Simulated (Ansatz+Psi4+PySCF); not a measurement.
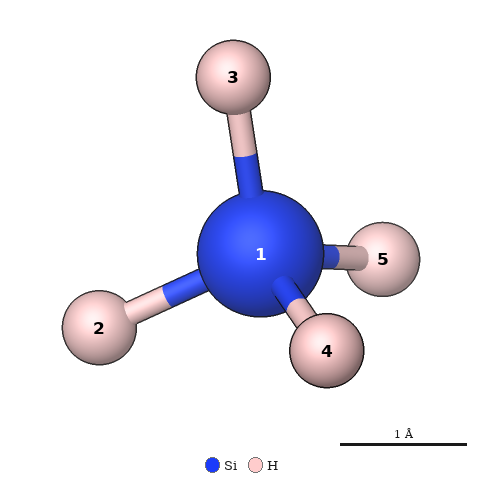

Simulated data, not a measurement (program: Ansatz+Psi4+PySCF).

Atoms carry their numbers in the input. The species has charge +1 and is a spin doublet. Geometry: a fixed input geometry, not necessarily a minimum.

Question: Describe the coordination of atom 1.

Answer: Si1 has 4 neighbours (H2 at 1.48, H3 at 1.48, H4 at 1.48, H5 at 1.48 Å); the arrangement is tetrahedral.
